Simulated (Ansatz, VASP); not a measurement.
**NaCl: VASP beside Ansatz**

Aim: how closely do two programs agree when they are given the same cell, functional and k mesh?

Method: plane waves, with VASP 6.6.1 beside it; relaxation of cell and atoms at PBEsol, in Ansatz 0.2.0.

The database entry behind the starting cell differs from later determinations by our own check (an axis about 0.4 % short against later determinations), so it need not match the best structure at ambient conditions.

## 1. The starting structure

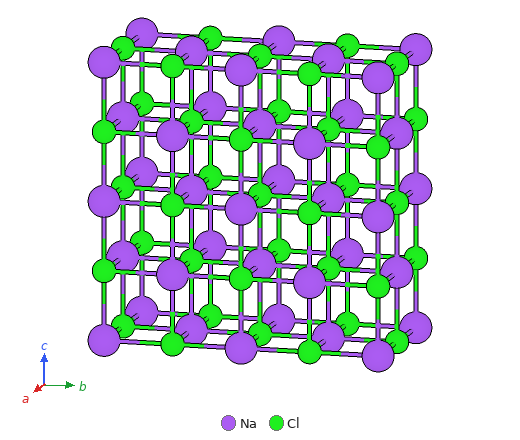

The cell as given, slightly off an axis (sodium purple, chlorine green). 1×2×2 cells are drawn. This picture shows the conventional cell, with its axes. Some periodic images of atoms are drawn too.

As a file:

```cif
data_structure
_symmetry_space_group_name_H-M 'P 1'
_symmetry_Int_Tables_number 1
_cell_length_a 3.9739
_cell_length_b 3.9739
_cell_length_c 3.9739
_cell_angle_alpha 60.000
_cell_angle_beta 60.000
_cell_angle_gamma 60.000
_cell_volume 44.38
loop_
_atom_site_label
_atom_site_type_symbol
_atom_site_fract_x
_atom_site_fract_y
_atom_site_fract_z
_atom_site_occupancy
Na1 Na 0.00000 0.00000 0.00000 1
Cl2 Cl 0.50000 0.50000 0.50000 1
```

## 2. Ansatz: relaxation of cell and atoms, PBEsol

Ansatz runs on its default PAW (the set named soft_2) files.

The relaxed volume is the usual yardstick between codes: its relative difference is about their pressure difference at one cell divided by the bulk modulus.

input.yaml

```yaml
crystal:
  lattice:
    - [0.0, 2.81, 2.81]
    - [2.81, 0.0, 2.81]
    - [2.81, 2.81, 0.0]
  atoms:
    - { symbol: Na, position: [0.0, 0.0, 0.0] }
    - { symbol: Cl, position: [0.5, 0.5, 0.5] }
hamiltonian:
  xc: pbesol
  pseudopotentials: { kind: paw }
kpoints:
  mp_grid: { grid: [7, 7, 7] }
scf:
  occupations: { method: fermi_dirac, width: 0.05 }
relax:
  f_tol: 0.01
  max_steps: 60
  cell: { stress_tol: 0.05 }
output:
  forces: true
  stress: true
  write_density: true
  write_potential: true
  elf: true
  volumetric_format: npy
```

Command:

```
> ansatz run input.yaml --threads 4 --pin off --max-ram 9216MiB --backend cpu --events-out ev --progress --plain --runs-dir out
```

Numbers of over 12 decimals in the logs are rounded to 6 here.

The program printed:

```text
Engine: ansatz 0.2.0, aarch64-unknown-linux-gnu
Pseudopotentials: kind: paw
Pseudopotential: Na, paw, valence charge 9, recommended cutoff 420 eV (normal), Na.paw.azcp
Pseudopotential: Cl, paw, valence charge 7, recommended cutoff 420 eV (normal), Cl.paw.azcp
Functional definition: PBEsol
  exchange = pbesol_x
  correlation = pbesol_c
Crystal: 2 atoms, lattice volume = 44.376 Å³
Basis set: ecut = 420 eV, 893 PW (Γ), exchange–correlation on 54×54×54 points (8 copies of the dense FFT grid, shifted against one another)
Bands: 12, of which v1, the nominal top of the filled ones, is band 8 counted from 1 (7 counted from 0)
Symmetry: 48 space group operations
Space group: Fm-3m (ITA 225), of the structure as read, at distance tolerance 3.5e-5 Å
k-points: 20 of 343
Non-local potential: Na, projectors of the file, l = 0: 3, l = 1: 2, l = 2: 1
Non-local potential: Cl, projectors of the file, l = 0: 2, l = 1: 2, l = 2: 2
PAW form: soft (Blöchl's): semilocal exchange-correlation on the pseudo side does not see the compensation charge
PAW frozen core: Na, regenerated for the run's functional, and the local potential with it (the file was generated under x = pbe(κ = 0.804, μ = 0.219515), c = pbe(β = 0.066725))
PAW frozen core: Cl, regenerated for the run's functional, and the local potential with it (the file was generated under x = pbe(κ = 0.804, μ = 0.219515), c = pbe(β = 0.066725))
PAW one-centre angular grid: Na, 110 points (default); XC on 64 Gauss nodes
PAW one-centre angular grid: Cl, 110 points (default); XC on 64 Gauss nodes
Initial density: superposition of atomic densities (neutral atoms: chi_scale 0, normalization atom), corrected by the library's trained network
Initial wavefunctions: pseudopotential atomic-orbital guess
Functional: x = pbesol(κ = 0.804, μ = 0.123457), c = pbesol(β = 0.046)
SCF iter   1: F=—  HF=-2540.289165 eV  |F-HF|=—  |Δ(HF+E_count)|=         —  Δρ=2.82e-3  dr2=3.75e-3  ethr=1.77e-3  ⟨swp⟩=5.7  Hψ=1411  notcnv=0
preconditioner: auto → none  [insulator: Δε(μ)=4.919 eV  Ē_g=20.723 eV  σ=0.050 eV  W_gap=1.00  n_scr=14 (ndim 8)  ℏωp=20.9 eV  f_vac=0.032  D(μ)=0.00/eV (n_scr^D=0)  ε∞_Penn≈2.0]
SCF iter   2: F=—  HF=-2540.286513 eV  |F-HF|=—  |Δ(HF+E_count)|=   2.65e-3  Δρ=1.24e-3  dr2=9.05e-4  ethr=2.35e-5  ⟨swp⟩=2.8  Hψ=542  notcnv=0
SCF iter   3: F=—  HF=-2540.286483 eV  |F-HF|=—  |Δ(HF+E_count)|=   2.96e-5  Δρ=8.91e-4  dr2=5.02e-4  ethr=5.65e-6  ⟨swp⟩=2.0  Hψ=320  notcnv=0
SCF iter   4: F=—  HF=-2540.286312 eV  |F-HF|=—  |Δ(HF+E_count)|=   1.71e-4  Δρ=2.40e-4  dr2=3.17e-5  ethr=3.14e-6  ⟨swp⟩=2.0  Hψ=298  notcnv=0
SCF iter   5: F=—  HF=-2540.286336 eV  |F-HF|=—  |Δ(HF+E_count)|=   2.30e-5  Δρ=3.45e-5  dr2=9.66e-7  ethr=1.98e-7  ⟨swp⟩=2.0  Hψ=320  notcnv=0
SCF iter   6: F=-2540.286335 eV  HF=-2540.286335 eV  |F-HF|=1.88e-8  |Δ(HF+E_count)|=   1.79e-7  Δρ=7.24e-6  dr2=4.25e-8  ethr=6.25e-10  ⟨swp⟩=6.0  Hψ=1276  notcnv=0
SCF 1 converged in 6 iterations: F = -2540.286335 eV  dr2 = 4.25e-8
  greatest PAW one-centre occupation: 0.999 electrons in one spin orbital (limit 2), on the Na atom at site 0 (counted from 0), in its partial waves of l = 0
relax step   1: F+E_penalty+E_count = -2540.28633533 eV  Δ(F+E_penalty+E_count) = +0.000e0 eV  max|allowed force component| = 3.657e-30 eV/Å  Δτ_max = 0.0000 Å  P = -0.242 GPa  Ω = 44.376 Å³  (6 SCF iters, dr2 threshold 1.00e-7 eV, accepted)
[...]
relax step   2: F+E_penalty+E_count = -2540.28662448 eV  Δ(F+E_penalty+E_count) = -2.891e-4 eV  max|allowed force component| = 2.243e-30 eV/Å  Δτ_max = 0.0000 Å  P = -0.085 GPa  Ω = 44.097 Å³  energy of the carried Pulay correction = +3.839e-6 eV  (4 SCF iters, dr2 threshold 1.47e-7 eV, accepted)
[...]
relax step   3: F+E_penalty+E_count = -2540.28666488 eV  Δ(F+E_penalty+E_count) = -4.040e-5 eV  max|allowed force component| = 1.274e-30 eV/Å  Δτ_max = 0.0000 Å  P = +0.002 GPa  Ω = 43.949 Å³  energy of the carried Pulay correction = +5.888e-6 eV  (4 SCF iters, dr2 threshold 1.79e-8 eV, accepted)
[...]
relax step   4: F+E_penalty+E_count = -2540.28665940 eV  Δ(F+E_penalty+E_count) = +5.487e-6 eV  max|allowed force component| = 4.006e-30 eV/Å  Δτ_max = 0.0000 Å  P = +0.002 GPa  Ω = 43.949 Å³  stress off target by 2.01e-3 GPa  SCF on the basis re-selected at this cell (its energy is not comparable with the rows above)  (6 SCF iters)
basis re-selected at this cell: Δ(F+E_penalty+E_count) = +5.487e-6 eV, ΔP = +0.000 GPa vs the last step (what re-selecting the basis moved, of the pressure what is left beyond the Pulay correction that the steps carried, after the strain that the cell walked since its last selection, with what the two solves' SCF thresholds leave and, on support functions, any second-order correction that the steps lacked; it is no m [...]
SCF converged after 6 iterations
Free energy (F): -2540.286659 eV
Harris-Foulkes:  -2540.286659 eV  (|F-HF|=8.64e-12)
Internal energy: -2540.286659 eV  (E = F + TS)
E sigma→0 (E₀):  -2540.286659 eV
Fermi energy:    3.771339 eV
--- Per-component energies (eV) ---
  E_band       = -231.445806
  E_kinetic    = 282.627559
  E_local      = -1519.363831  (includes V_loc(G=0)·N_el)
  E_nonlocal   = 144.823246
  E_hartree    = 534.336939
  E_xc         = -145.002373
  E_vxc        = -171.859628  (∫ρ·V_xc dr)
  E_paw        = -895.323281  (= ΣΔE_a)
  E_vpaw       = -36.347119  (= ΣTr[D̂ρ^β])
  E_aug_tail   = 0.000080  (compensation charges beyond the density's cutoff)
  E_ewald      = -942.518125
  E_core_change = 0.133126  (= ΣΔE_core)
  E_smearing   = -0.000000  (= −TS)
  E_closure    = 0.000000  (closes the sum)
  Σ components = -2540.286659   (vs F -2540.286659, Δ=0.00e0)
--- Forces (eV/Å), atoms counted from 1 ---
  atom   1  Na    -0.00000000     0.00000000     0.00000000
  atom   2  Cl     0.00000000    -0.00000000    -0.00000000
  max |Σ_I F_I| component: 7.77e-30 eV/Å
--- Stress (GPa, compression-positive) ---
        0.002012      -0.000000      -0.000000
       -0.000000       0.002012      -0.000000
       -0.000000      -0.000000       0.002012
  P = ⅓ Tr σ = 0.0020 GPa (0.020 kbar)
--- Band table (eV; the first three rows and the last of 20) ---
  k-point 0: bands = [... 4 lower, -11.4845, 1.2036, 1.2036, 1.2036, 6.2144, 12.1179, 12.1179, 12.1179]
  k-point 1: bands = [... 4 lower, -11.4193, 0.7093, 1.1480, 1.1480, 6.8603, 11.4724, 12.3578, 12.3578]
  k-point 2: bands = [... 4 lower, -11.2675, -0.1665, 1.0279, 1.0279, 7.9227, 11.0701, 12.3549, 12.3549]
  k-point 19: bands = [... 4 lower, -11.0577, -0.1347, -0.0645, 0.5520, 9.8862, 10.3697, 11.1131, 12.8594]
--- Relaxed structure (3 steps of the walk, 3 accepted, 1 SCFs on fresh bases) ---
  F+E_penalty+E_count = -2540.28665940 eV   max|allowed force component| = 4.006e-30 eV/Å   (the final SCF, on the basis selected at the relaxed cell)
  cell:  # Å, volume = 43.9491 Å³
    - [0, 2.800958, 2.800958]
    - [2.800958, 0, 2.800958]
    - [2.800958, 2.800958, 0]
  atoms:
    - { symbol: Na, position: [0, 0, 0] }
    - { symbol: Cl, position: [0.5, 0.5, 0.5] }
```

It took 1.3 s on 4 threads of Arm Neoverse V2, shared host; peak memory 0.29 GiB; 3.1 s of CPU time.

## 3. VASP: relaxation of cell and atoms, PBEsol

The same cell, functional, mesh and smearing now go to VASP, with its own data sets and cutoff.

Lines of VASP's logs that name or quote its potential files are left out, and so is its time.

INCAR

```
SYSTEM = NaCl
PREC = Accurate
ENCUT = 520
EDIFF = 1E-06
NELM = 100
ISMEAR = -1
SIGMA = 0.05
LREAL = .FALSE.
ALGO = Normal
GGA = PS
NBANDS = 13
LORBIT = 11
LWAVE = .FALSE.
LCHARG = .FALSE.
KPAR = 2
IBRION = 2
NSW = 60
ISIF = 3
EDIFFG = -0.01
```

POSCAR

```
NaCl
1.0
    0.0000000000      2.8100000000      2.8100000000
    2.8100000000      0.0000000000      2.8100000000
    2.8100000000      2.8100000000      0.0000000000
Na Cl
1 1
Direct
    0.0000000000      0.0000000000      0.0000000000
    0.5000000000      0.5000000000      0.5000000000
```

KPOINTS

```
Automatic mesh
0
Gamma
7 7 7
0 0 0
```

PAW data sets: Na_pv and Cl (PBE family, release 64).

Command:

```
> mpirun -np 2 vasp_std
```

The program printed:

```text
[banner, memory and clock lines left out]
running    2 mpi-ranks, on    1 nodes
 distrk:  each k-point on    1 cores,    2 groups
 distr:  one band on    1 cores,    1 groups

 POSCAR found type information on POSCAR NaCl
 POSCAR found :  2 types and       2 ions
|                                                                             |
|               ----> ADVICE to this user running VASP <----                  |
|                                                                             |
|     You enforced a specific xc type in the INCAR file but a different       |
|     [... a line on the potential file left out ...]
|     I HOPE YOU KNOW WHAT YOU ARE DOING!                                     |
|                                                                             |

 LDA part: xc-table for (Slater+PW92), standard interpolation
 POSCAR, INCAR and KPOINTS ok, starting setup
 FFT: planning ... GRIDC
 FFT: planning ... GRID_SOFT
 FFT: planning ... GRID
 WAVECAR not read
 entering main loop
       N       E                     dE             d eps       ncg     rms          rms(c)
DAV:   1     0.999216362888E+02    0.99922E+02   -0.72300E+03   520   0.108E+03
DAV:   2     0.191568651375E+01   -0.98006E+02   -0.90416E+02   551   0.276E+02
DAV:   3    -0.699774714525E+01   -0.89134E+01   -0.88432E+01   690   0.794E+01
DAV:   4    -0.715802513315E+01   -0.16028E+00   -0.16022E+00   550   0.114E+01
DAV:   5    -0.716121878406E+01   -0.31937E-02   -0.31935E-02   704   0.164E+00    0.191E+00
DAV:   6    -0.700524225602E+01    0.15598E+00   -0.26889E-01   628   0.377E+00    0.138E+00
DAV:   7    -0.699465526148E+01    0.10587E-01   -0.63645E-02   680   0.174E+00    0.921E-01
DAV:   8    -0.699818912942E+01   -0.35339E-02   -0.74920E-03   540   0.844E-01    0.263E-01
DAV:   9    -0.699811006286E+01    0.79067E-04   -0.17709E-04   640   0.110E-01    0.177E-01
DAV:  10    -0.699815163300E+01   -0.41570E-04   -0.34203E-04   580   0.121E-01    0.632E-02
DAV:  11    -0.699813856138E+01    0.13072E-04   -0.25983E-05   635   0.380E-02    0.228E-02
DAV:  12    -0.699813732561E+01    0.12358E-05   -0.50439E-06   575   0.139E-02    0.196E-03
DAV:  13    -0.699813748198E+01   -0.15637E-06   -0.84581E-08   330   0.238E-03
   1 F= -.69981375E+01 E0= -.69981375E+01  d E =-.699814E+01
 curvature:   0.00 expect dE= 0.000E+00 dE for cont linesearch  0.000E+00
 trial: gam= 0.00000 g(F)=  0.821E-63 g(S)=  0.276E-03 ort = 0.000E+00 (trialstep = 0.100E+01)
 search vector abs. value=  0.276E-03
 bond charge predicted
       N       E                     dE             d eps       ncg     rms          rms(c)
DAV:   2    -0.699861702149E+01    0.14683E-02   -0.22204E-03   615   0.455E-01    0.110E-01
DAV:   3    -0.699836738081E+01    0.24964E-03   -0.54513E-04   620   0.242E-01    0.528E-02
DAV:   4    -0.699834649484E+01    0.20886E-04   -0.17431E-05   754   0.469E-02    0.451E-03
DAV:   5    -0.699834598183E+01    0.51302E-06   -0.20197E-06   510   0.116E-02
   2 F= -.69983460E+01 E0= -.69983460E+01  d E =-.208500E-03
 trial-energy change:   -0.000208  1 .order   -0.000183   -0.000276   -0.000091
 step:   1.2454(harm=  1.4941)  dis= 0.00000  next Energy=    -6.998358 (dE=-0.220E-03)
 bond charge predicted
       N       E                     dE             d eps       ncg     rms          rms(c)
DAV:   1    -0.699847954730E+01   -0.13305E-03   -0.22455E-03   610   0.644E-01    0.658E-02
DAV:   2    -0.699838978724E+01    0.89760E-04   -0.13183E-04   615   0.111E-01    0.269E-02
DAV:   3    -0.699837550823E+01    0.14279E-04   -0.32594E-05   620   0.592E-02    0.131E-02
DAV:   4    -0.699837554931E+01   -0.41086E-07   -0.86606E-07   320   0.117E-02
   3 F= -.69983755E+01 E0= -.69983755E+01  d E =-.238067E-03
 curvature:  -0.56 expect dE=-0.132E-04 dE for cont linesearch -0.132E-04
 trial: gam=-0.20718 g(F)=  0.217E-62 g(S)=  0.237E-04 ort = 0.808E-04 (trialstep = 0.105E+01)
 search vector abs. value=  0.203E-05
 reached required accuracy - stopping structural energy minimisation
```

OUTCAR, selected parts (step 3):

```text
ion  position               nearest neighbor table
   1  0.000  0.000  0.000-
   2  0.500  0.500  0.500-

  LATTYP: Found a face centered cubic cell.
 ALAT       =     5.6200000000

 Subroutine GETGRP returns: Found 48 space group operations
 (whereof 48 operations were pure point group operations)

The static configuration has the point symmetry O_h .

 Found     20 irreducible k-points:

   k-points           NKPTS =     20   k-points in BZ     NKDIM =     20   number of bands    NBANDS=     13

   dimension x,y,z NGX =    30 NGY =   30 NGZ =   30
   dimension x,y,z NGXF=    60 NGYF=   60 NGZF=   60

   ENCUT  =  520.0 eV  38.22 Ry    6.18 a.u.   7.39  7.39  7.39*2*pi/ulx,y,z

   NELECT =      14.0000    total number of electrons

 k-points in reciprocal lattice and weights: Automatic mesh
   0.00000000  0.00000000  0.00000000       0.003
   0.14285714  0.00000000  0.00000000       0.023
   0.28571429  0.00000000  0.00000000       0.023
   0.42857143  0.00000000  0.00000000       0.023
   0.14285714  0.14285714  0.00000000       0.017
   0.28571429  0.14285714  0.00000000       0.070
   0.42857143  0.14285714  0.00000000       0.070
  -0.42857143  0.14285714  0.00000000       0.070
  -0.28571429  0.14285714  0.00000000       0.070
[...]
-0.42857143  0.42857143  0.14285714       0.070
  -0.28571429  0.42857143  0.14285714       0.070

 average (electrostatic) potential at core
       1 -46.9925       2 -93.6089

 E-fermi :   0.3589

 k-point     1 :       0.0000    0.0000    0.0000
  band No.  band energies     occupation
    ...
      3     -21.3116      2.00000
      4     -13.3721      2.00000
      5      -0.6904      2.00000
      6      -0.6904      2.00000
      7      -0.6904      2.00000
      8       4.3012      0.00000
      9      10.3225      0.00000
     10      10.3225      0.00000
     11      10.3225      0.00000
     12      12.5644      0.00000
    ...

 k-point     2 :       0.1429    0.0000    0.0000
  band No.  band energies     occupation
    ...
      3     -21.3120      2.00000
      4     -13.3070      2.00000
      5      -1.1829      2.00000
      6      -0.7456      2.00000
      7      -0.7456      2.00000
      8       4.9461      0.00000
      9       9.6436      0.00000
     10      10.5645      0.00000
     11      10.5645      0.00000
     12      12.2591      0.00000
    ...

 k-point     3 :       0.2857    0.0000    0.0000
  band No.  band energies     occupation
    ...
      3     -21.3130      2.00000
      4     -13.1553      2.00000
      5      -2.0553      2.00000
      6      -0.8648      2.00000
      7      -0.8648      2.00000
      8       6.0162      0.00000
      9       9.2005      0.00000
     10      10.5571      0.00000
     11      10.5571      0.00000
     12      12.8036      0.00000
    ...

  Total       -0.0180911     -0.0180911     -0.0180911      0.0000000     -0.0000000      0.0000000
  in kB       -0.6568188     -0.6568188     -0.6568188      0.0000000     -0.0000000      0.0000000
  external PRESSURE =      -0.6568188 kB  Pullay stress =       0.0000000 kB

  energy-cutoff  :      520.00
  volume of cell :       44.13
      direct lattice vectors                 reciprocal lattice vectors
     0.000000000  2.804789273  2.804789273    -0.178266512  0.178266512  0.178266512
     2.804789273  0.000000000  2.804789273     0.178266512 -0.178266512  0.178266512
     2.804789273  2.804789273  0.000000000     0.178266512  0.178266512 -0.178266512

 POSITION                                       TOTAL-FORCE (eV/Angst)
 -----------------------------------------------------------------------------------
      0.00000      0.00000      0.00000        -0.000000      0.000000     -0.000000
      2.80479      2.80479      2.80479         0.000000     -0.000000      0.000000
 -----------------------------------------------------------------------------------
    total drift:                               -0.000000      0.000000      0.000000

  FREE ENERGIE OF THE ION-ELECTRON SYSTEM (eV)
  ---------------------------------------------------
  free  energy   TOTEN  =        -6.9983755493 eV

  energy  without entropy=       -6.9983755492  energy(sigma->0) =       -6.99837555

 reached required accuracy - stopping structural energy minimisation

 total charge
# of ion       s       p       d       tot
------------------------------------------
    1        0.044   5.982   0.000   6.026
    2        1.578   3.557   0.000   5.135
--------------------------------------------------
tot          1.622   9.539   0.000  11.161

[... 3 further parts left out ...]
```

CONTCAR:

```
NaCl
   1.00000000000000
     0.0000000000000000    2.8047892734179141    2.8047892734179141
     2.8047892734179141    0.0000000000000000    2.8047892734179141
     2.8047892734179141    2.8047892734179141    0.0000000000000000
  Na              Cl
     1     1
Direct
     0.0000000000000000    0.0000000000000000    0.0000000000000000
     0.5000000000000000    0.5000000000000000    0.5000000000000000
```

## 4. Differences

Known differences besides the PAW data sets themselves: both relaxations stop at a tolerance, which leaves soft axes loose, and VASP keeps its plane-wave basis; the data sets hold 16 valence electrons in Ansatz (default PAW (the set named soft_2) files) and 14 in VASP; the cutoff is 420 eV in Ansatz and 520 eV in VASP; Ansatz makes its cores anew for this functional, VASP keeps those of its PBE data sets; VASP leaves aspherical gradient terms in its spheres out (LASPH is not set), Ansatz keeps them; Ansatz adds a Pulay correction to the stress that steers its cell, VASP none. Total energies have different zeros and are not compared.

Both answers:

```
                                         quantity  Ansatz   VASP  difference
                                      volume (Å³)   43.95  44.13     -0.41 %
edge a after relaxation, in the typed setting (Å)   3.961  3.967     -0.14 %
```

The walks stopped with 0.00 GPa left in Ansatz and -0.07 GPa in VASP; each walk ends within a tolerance, so the volume difference is uncertain by about these residues over the bulk modulus, most in soft cells.

## 5. Outcome

```yaml
difference_in_volume_relaxation_of_cell_and_atoms_pbesol: -0.41 %
```

What this shows: The difference in volume is -0.41 % (relaxation of cell and atoms, PBEsol), within the 1.2 % picked in this series as the mark of a large difference, as far as the stopping tolerances let one tell. Differences of this kind measure data sets and numerical settings, not the functional's error against experiment.

[Lines on the potential files, build, host, timing and source positions are cut from VASP's logs without a mark.]

[Logs are printed without paths, hosts, clocks, repeated set-up lines and the standing remarks that a program may print on its own settings, such as how far it seeks lower states.]

[Hosts, paths, dates, database ids (printed as entryN), source tags and the programs' standing remarks are cut or masked in the printed files.]
